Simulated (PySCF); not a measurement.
```yaml
atoms:
  - { symbol: C, position_ang: [3.1832, -0.4209, 0.0274] }
  - { symbol: N, position_ang: [1.8284, -0.2735, -0.3151] }
  - { symbol: Si, position_ang: [0.6319, 0.8049, 0.0824] }
  - { symbol: C, position_ang: [-0.5379, -0.3025, 1.1844] }
  - { symbol: S, position_ang: [-2.0974, 0.5230, 1.4717] }
  - { symbol: Si, position_ang: [-3.2211, 0.0153, -0.2919] }
  - { symbol: H, position_ang: [3.7004, 0.5231, 0.2332] }
  - { symbol: H, position_ang: [3.2785, -1.0519, 0.9207] }
  - { symbol: H, position_ang: [3.6932, -0.9486, -0.7849] }
  - { symbol: H, position_ang: [0.7775, 2.0502, 0.8465] }
  - { symbol: H, position_ang: [-0.1273, 1.0477, -1.1484] }
  - { symbol: H, position_ang: [-0.7012, -1.2579, 0.7017] }
  - { symbol: H, position_ang: [-0.0792, -0.4546, 2.1549] }
  - { symbol: H, position_ang: [-4.5671, 0.4263, 0.0696] }
  - { symbol: H, position_ang: [-2.6855, 0.7533, -1.4274] }
  - { symbol: H, position_ang: [-3.0839, -1.4250, -0.4686] }
```

Geometry: GFN2-xTB.

These are results of PySCF, UKS B3LYP, pcH-1 on C H N S Si, non-relativistic, mean-field spin-orbit, GIAO, not measurements.

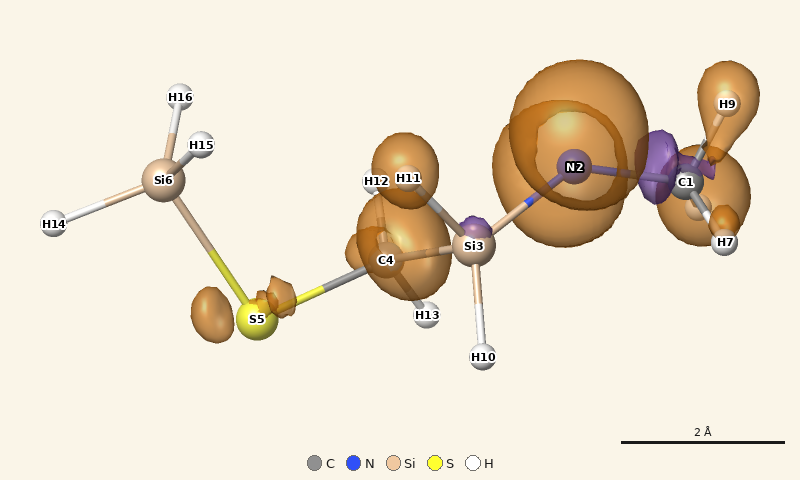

C$_{2}$H$_{10}$NSSi$_{2}$ (doublet). Isosurfaces of the spin density (α minus β) at +0.02 (orange) and −0.02 e/Å³ (purple), seen from one side.

**Which atoms carry the spin?**

The unpaired spin (1 electron) lies mostly on N2 (about 0.7), in electrons by Hirshfeld's partition.
